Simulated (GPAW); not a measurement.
Consider Mn2B (I4/mcm).

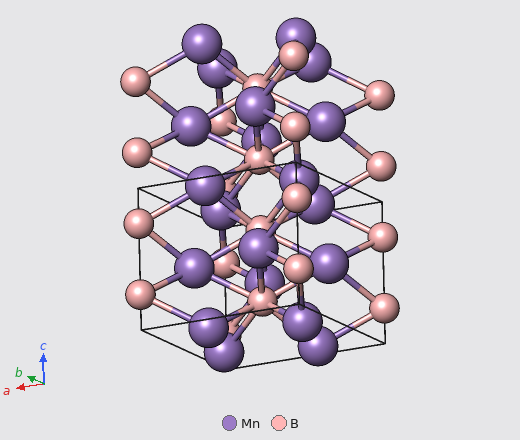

The structure (manganese light purple, boron pink). 1×1×2 conventional cells are drawn. Some periodic images of atoms are drawn too.

```cif
data_structure
_symmetry_space_group_name_H-M 'P 1'
_symmetry_Int_Tables_number 1
_cell_length_a 4.2045
_cell_length_b 4.2045
_cell_length_c 4.2045
_cell_angle_alpha 104.502
_cell_angle_beta 104.502
_cell_angle_gamma 119.945
_cell_volume 55.76
loop_
_atom_site_label
_atom_site_type_symbol
_atom_site_fract_x
_atom_site_fract_y
_atom_site_fract_z
_atom_site_occupancy
Mn1 Mn 0.83700 0.66300 0.50000 1
Mn2 Mn 0.33700 0.83700 0.17400 1
Mn3 Mn 0.16300 0.33700 0.50000 1
Mn4 Mn 0.66300 0.16300 0.82600 1
B5 B 0.75000 0.75000 0.00000 1
B6 B 0.25000 0.25000 0.00000 1
```

Absorber: atom 5, with 2 B at 2.10 Å and 8 Mn at 2.20 Å (10-fold, site symmetry 422). Method: GPAW, LDA, excited-electron core hole (neutral cell), 18-atom cell with 5.1 Å between holes, 4×4×4 k points, dipole transitions, Gaussian full width 0.9 eV up to 4 eV, rising linearly to 3.5 eV at 25 eV.

Question: What does the B K edge look like?

Main maxima up to 24 eV above the zero (height): 2.4 eV (1.78), 3.8 eV (1.61), 5.2 eV (2.38), 10.4 eV (1.39) and 18.3 eV (0.69). A K edge sees empty p states on the absorber. The total-energy difference is 185.47 eV. The functional leaves an error in such absolute values: in the free atom LDA prices this hole 2.2 eV below PBE (computed apart), and PBE is itself good to a few eV.

The B K spectrum (energy from the lowest empty level; intensity scaled to a mean of 1 over the first 20 eV; polarised curves are means over the symmetry-equivalent atoms):

```csv
E (eV),isotropic,ε ⊥ c,ε ∥ c
-2.0,0.00,0.00,0.00
-0.5,0.06,0.05,0.07
1.0,0.73,0.61,0.98
2.5,1.78,1.74,1.86
4.0,1.53,1.52,1.57
5.5,2.23,2.00,2.70
7.0,1.21,0.73,2.17
8.5,1.00,0.73,1.54
10.0,1.35,1.42,1.21
11.5,0.95,1.12,0.61
13.0,0.40,0.56,0.09
14.5,0.44,0.58,0.14
16.0,0.44,0.55,0.21
17.5,0.65,0.82,0.30
19.0,0.67,0.77,0.47
20.5,0.56,0.58,0.54
22.0,0.42,0.40,0.46
23.5,0.43,0.39,0.52
25.0,0.58,0.51,0.71
26.5,0.68,0.64,0.77
28.0,0.67,0.67,0.68
29.5,0.65,0.67,0.62
31.0,0.60,0.61,0.58
```

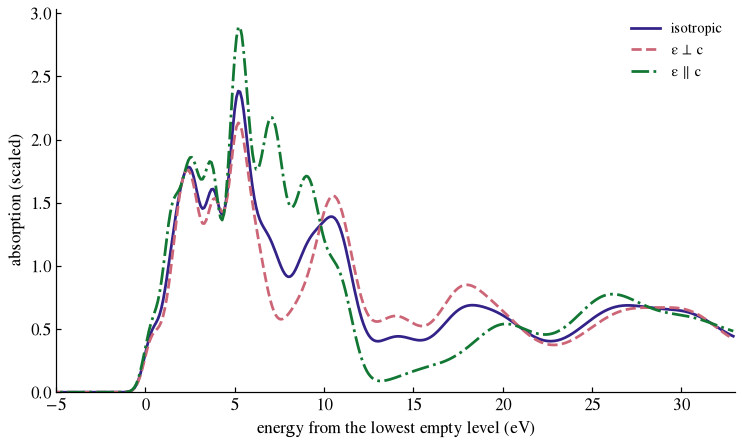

The B K edge.

The hole lies in one spin channel, while the script sums the empty states of both and takes the lower zero; where the two channels are split, this blurs and shifts the curve. The starting moments shrank to 0.00 μB or less, so this is hardly a magnetic state. The holes are only 5.1 Å apart, so the shape is probably not converged with cell size; no larger cell was run here. The mesh is coarse (0.33 Å⁻¹ between points), so small maxima may be mesh ripples. The structure is a published determination, not relaxed.

[Banner, clock and machine lines of the logs are left out without a mark of their own.]

[Logs are printed without paths, hosts, clocks, repeated set-up lines and the standing remarks that a program may print on its own settings, such as how far it seeks lower states.]

[Hosts, paths, dates, database ids (printed as entryN), source tags and the programs' standing remarks are cut or masked in the printed files.]

[Lists of maxima count a maximum above −3 eV only where it reaches 4 % of the highest in the window and stands out from its surroundings by 2 % of it (1.5 % where it reaches 55 %); shoulders and weaker maxima are passed over, and of the rest the first, up to two pre-edge ones and the few strongest are named.]
